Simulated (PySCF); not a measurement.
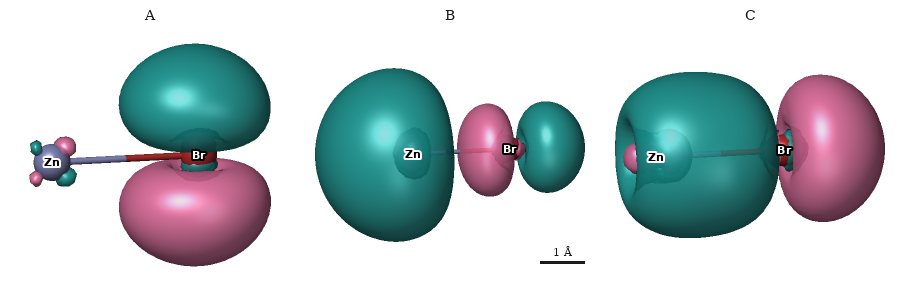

ZnBr (doublet). Three frontier β-spin orbitals, each drawn at the value that holds 80 % of its norm (teal and pink are the two phases), in no order; of a degenerate pair one member is drawn.

Method: PBE0/def2-TZVPP, non-relativistic Hamiltonian with scalar-relativistic core potentials where named, at a bond length of 2.316 Å (PySCF).

Question: Name the orbitals and rank them from lowest to highest energy.

Answer: Orbital C: σ, occupied in this spin, −9.58 eV; shared between the atoms (Zn 35 %, Br 65 %).
Orbital A: π, occupied in this spin, −8.07 eV; mainly on Br (95 %).
Orbital B: σ, empty in this spin, −3.59 eV; mainly on Zn (80 %).
